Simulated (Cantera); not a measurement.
Charge: 1 mol SiHCl₃, 0.23 mol NH₃, 69 mol H₂, equilibrated at 1775 °C.

These are equilibrium values from Cantera (NASA tables, ideal gas, pure condensed phases), not measurements of a reactor. Candidate condensed phases: NH₄Cl, Si, Si₃N₄; 28 gas species. The tables' values for SiCl, SiCl₃ are old estimates; treat these amounts as uncertain. Gases not in the tables: Si₂H₆ and higher silanes. Kinetics and transport are ignored.

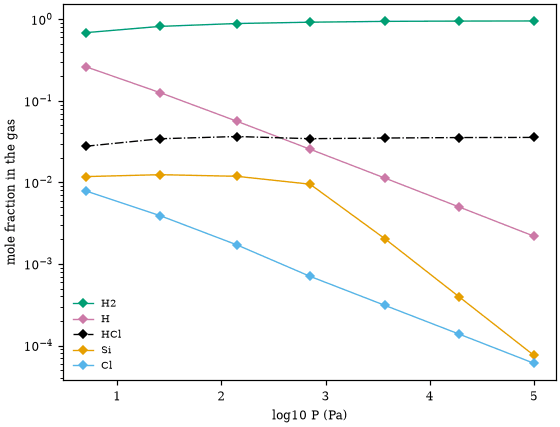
Fig. 1. Equilibrium gas composition (values under 1e-9 drawn at 1e-9)

From 5.00 Pa to 7.10 mbar nothing is condensed. From 37.0 mbar to 1.00 bar the condensed part is Si(l). The main Si-bearing gas is Si at 5.00 Pa and SiCl₂ at 1.00 bar.
